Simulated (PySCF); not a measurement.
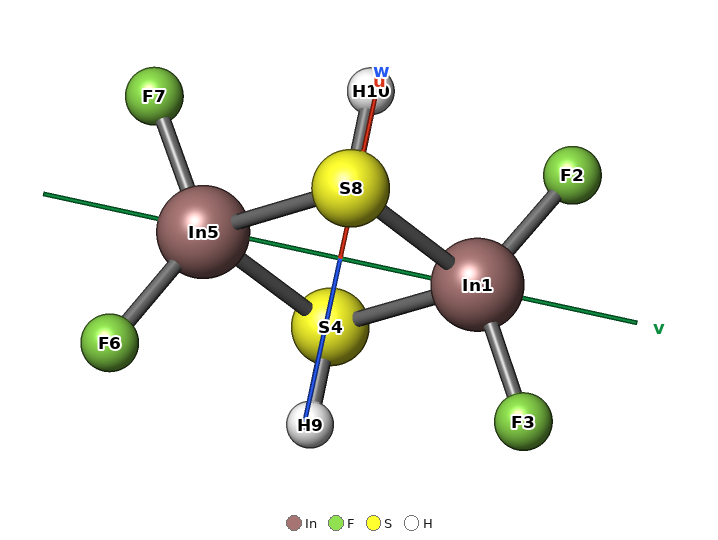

The lines u, v and w are the principal axes of the static dipole polarisability. Computed geometry: PBE0-D3(BJ)/def2-SVP optimisation. No frequency run is at hand to confirm it as a minimum. Level of theory: CAM-B3LYP/def2-SVPD, core potentials on In (PySCF 2.14.0).

### Along which axis is the molecule most polarisable, and along which least?

Most along v, least along w.

### Give the three principal values.

u 108.4, v 113.6, w 88.6 bohr³; mean 103.5, anisotropy 22.8 bohr³.
